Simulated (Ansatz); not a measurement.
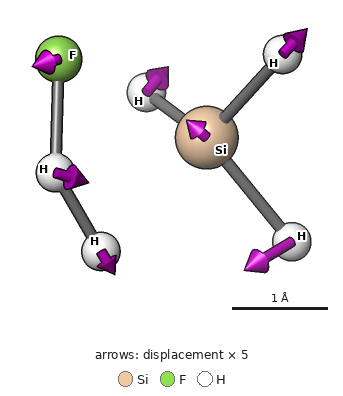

This is a constrained relaxation of SiH5F. The starting structure is drawn; purple arrows show the displacements, magnified 5 times. The two geometries are superimposed by the best rigid fit.

The picture is a ball-and-stick view, seen at a tilt.

The reaction that was planned forms Si1–H7, F2–H6 and breaks Si1–F2, H6–H7 (atoms numbered from 1 in input order).

The calculation used Ansatz, RKS PBE0-D4/def2-SVP. Settings: held fixed: the distance between atoms 1 (Si) and 7 (H), the distance between atoms 2 (F) and 6 (H), the distance between atoms 1 (Si) and 2 (F), the distance between atoms 6 (H) and 7 (H), counting from 1; force threshold 0.08 eV/Å; at most 120 steps.

Q: Which element moves most?

A: Hydrogen: up to 0.14 Å, against 0.07 Å for fluorine.

Q: What happened in the run?

A: The optimiser took 3 steps. The largest move after the best rigid fit is that of an H atom, 0.14 Å. By element the largest moves are H 0.14 Å, F 0.07 Å, Si 0.06 Å. Some distances before and after: H–Si 1.987 → 1.872 Å, H–Si 1.447 → 1.483 Å, H–Si 1.471 → 1.500 Å. Bond angles that change, for instance: H–Si–H 121.6° → 118.4°. The run took about 4 core-seconds on a shared host.
